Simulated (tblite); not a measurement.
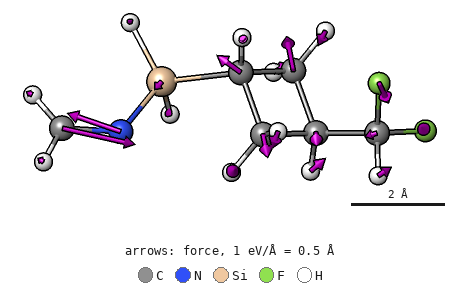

Starting geometry of C6H11F2NSi with the computed forces as purple arrows. A ball-and-stick model, seen from a free direction.

Theory: GFN2-xTB geometry optimisation, gas phase (tblite). 

Is this structure relaxed? If not, where do the atoms go?

It isn't relaxed: the largest force vector, on a C atom, is 3.30 eV/Å. The final displacements have little in common with the starting forces (cosine between the two patterns 0.14). Over 136 geometry steps the energy falls by 0.670 eV. The atom that moves furthest after the best rigid fit is an H atom (0.83 Å). Largest moves by element: H 0.83 Å, F 0.40 Å, Si 0.34 Å, N 0.30 Å, C 0.29 Å. Among the contacts that change: C–N 1.297 → 1.247 Å, N–Si 1.768 → 1.720 Å, C–F 1.392 → 1.356 Å, C–C 1.503 → 1.536 Å. Among the angles between lasting bonds that change: C–N–Si 123.2° → 135.4°, C–C–H 108.3° → 116.9°, N–Si–H 111.5° → 119.8°. Groups turn about N–Si by about 25°, C–Si by about 20°.
